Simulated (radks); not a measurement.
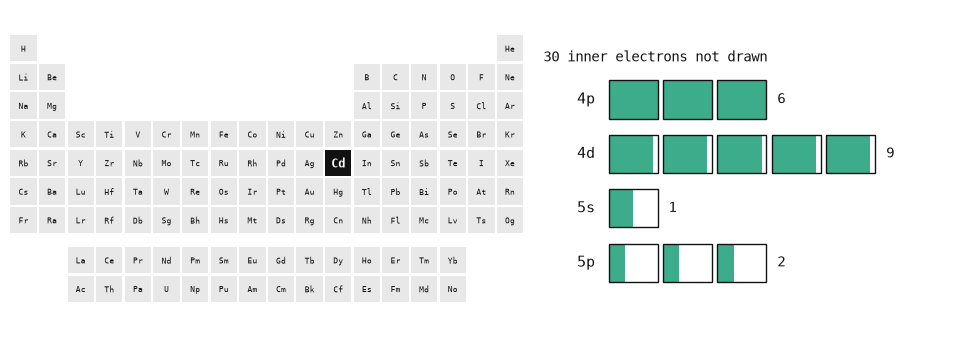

*Left, the place of cadmium in the periodic table; right, the outer shells as the input fills them: a box for each of the 2l + 1 orbitals, shaded by the share of the shell that is filled, with the electron count at the right.*

## Cd: atomic calculation

System: the neutral cadmium atom in the configuration [Kr] 4d9 5s1 5p2 (4d3/2: 4, 4d5/2: 5, 5p1/2: 2).
Method: Dirac Kohn-Sham, PBE, spin-unpolarised, spherical densities, finite nucleus (the in-house radial solver radks).

The input:
```
Z 48
configuration [Kr] 4d9 5s1 5p2
relativity Dirac
functional pbe,pbe
spin unpolarised
j_filling energy
nucleus finite rms 4.6087 fm
c 137.035999084
```

Energies in input and log are in hartree, lengths in bohr (the nuclear radius in fm).

Hardware: 1 CPU thread, shared host.

Log:
```
1s1/2   1   2.0000        -974.45516998
2s1/2   1   2.0000        -144.89528520
2p1/2   1   2.0000        -134.91152295
2p3/2   1   4.0000        -127.83898766
3s1/2   1   2.0000         -27.25482959
3p1/2   1   2.0000         -23.25398686
3p3/2   1   4.0000         -21.99071630
3d3/2   1   4.0000         -14.91197770
3d5/2   1   6.0000         -14.65525391
4s1/2   1   2.0000          -4.17821986
4p1/2   1   2.0000          -2.89041404
4p3/2   1   4.0000          -2.67368171
4d3/2   1   4.0000          -0.69644342
4d5/2   1   5.0000          -0.66891076
5s1/2   1   1.0000          -0.32177443
5p1/2   1   2.0000          -0.12061040
5p3/2   1   0.0000          -0.10917091
Etot -5595.264808001295
Ekin 5867.161961792603
Encl -13562.423380434615
Eh 2254.292331542051
Exc -154.2957209013336
err 6.385694834376871e-09
it 13
```

Orbitals:

```
orbital  occupation  energy (eV)  ⟨r⟩ (bohr)  outer maximum (bohr)
     1s           2     −26516.3     0.03040                0.0197
     2s           2      −3942.8      0.1313                 0.111
  2p1/2           2      −3671.1      0.1112                0.0860
  2p3/2           4      −3478.7      0.1164                0.0903
     3s           2     −741.642      0.3580                 0.324
  3p1/2           2     −632.773      0.3494                 0.310
  3p3/2           4     −598.398      0.3604                 0.320
  3d3/2           4     −405.776      0.3326                 0.264
  3d5/2           6     −398.790      0.3361                 0.267
     4s           2     −113.695      0.8761                 0.795
  4p1/2           2      −78.652      0.9335                 0.827
  4p3/2           4      −72.755      0.9634                 0.852
  4d3/2           4      −18.951       1.220                 0.965
  4d5/2           5      −18.202       1.236                 0.975
     5s           1       −8.756       2.631                  2.19
  5p1/2           2       −3.282       3.522                  2.77
  5p3/2           0       −2.971       3.680                  2.90
```

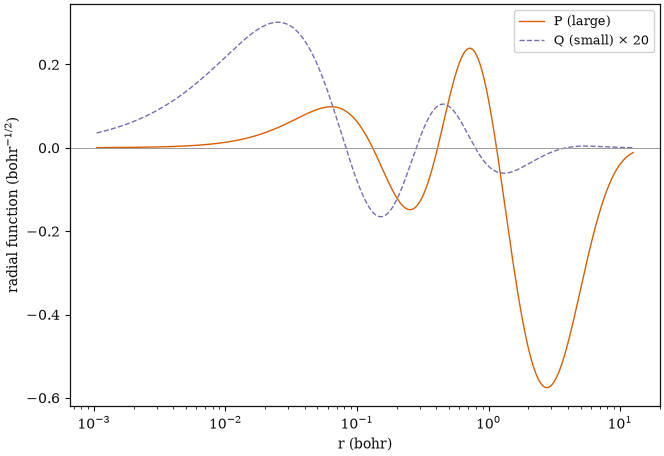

*The large and small radial components of one occupied spinor.*

It is 5p1/2. The spinor has κ = 1: the large component has l = 1 and 3 radial nodes (r = 0.131, 0.410 and 1.15 bohr), the small one has l = 0. The small component carries 0.0031 % of the norm; ⟨r⟩ = 3.52 bohr and the eigenvalue is −3.28 eV. The nodes of P give n − l − 1 and its extent picks the shell; Q has as many nodes as P for κ < 0 and one more for κ > 0.

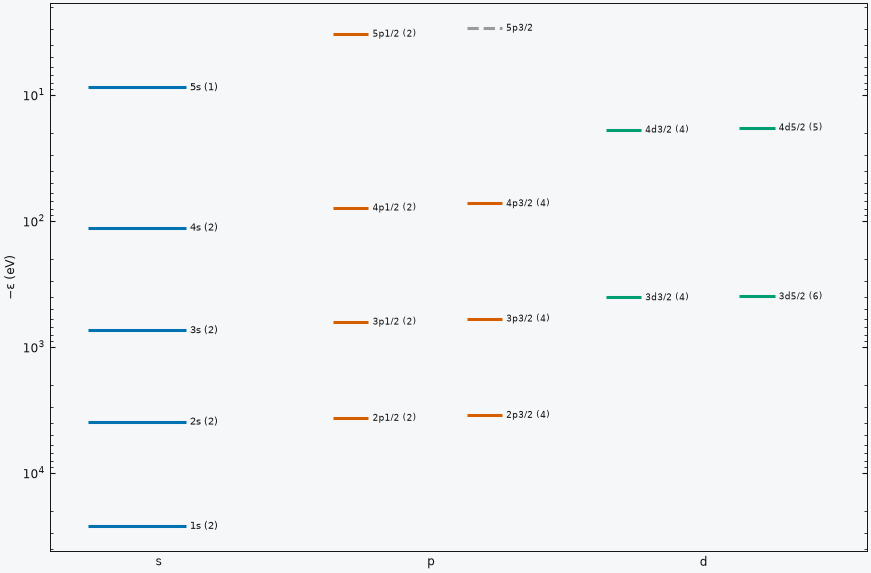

*The occupied levels and a few empty ones, on a logarithmic scale of binding energy, are drawn by angular momentum (occupations in brackets, the lower j at the left of each column, empty levels dashed).*

The highest occupied level is 5p1/2 at −3.28 eV. The highest 4 occupied levels, from the top down, are 5p1/2 (−3.28 eV), 5s (−8.76 eV), 4d5/2 (−18.2 eV), 4d3/2 (−19.0 eV). The lowest empty level drawn is 5p3/2 at −2.97 eV. Spin-orbit splittings: 5p 0.311 eV, 4d 0.749 eV, 4p 5.90 eV, 3d 6.99 eV.

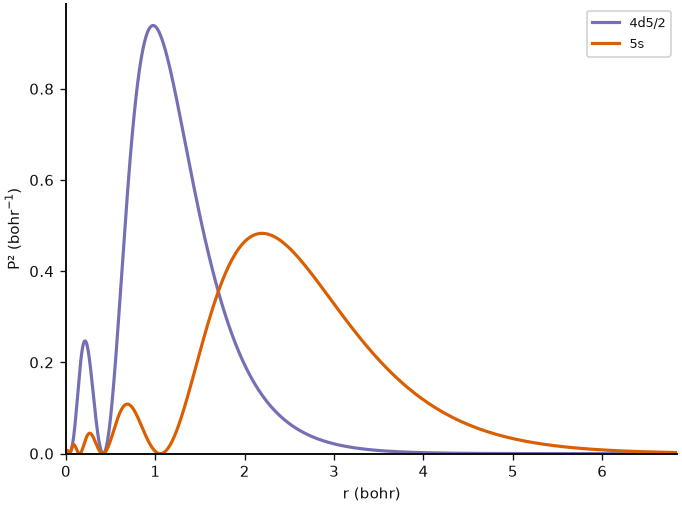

*The radial probability densities P² (large components) of 4d5/2 and 5s.*

4d5/2: outer maximum at 0.975 bohr, ⟨r⟩ = 1.24 bohr, 1 node, eigenvalue −18.2 eV; 5s: outer maximum at 2.19 bohr, ⟨r⟩ = 2.63 bohr, 4 nodes, eigenvalue −8.76 eV. The innermost lobes are too small to be seen at this scale.

Results in brief:

| quantity | value |
| --- | --- |
| outcome | converged |
| total energy | −5595.2648 hartree |
| kinetic energy | 5867.1620 hartree |
| electron–nucleus energy | −13562.4234 hartree |
| Hartree energy | 2254.2923 hartree |
| exchange–correlation energy | −154.295721 hartree |
| radius at density 0.001 e/bohr³ | 4.86 bohr |
| SCF iterations | 13 |
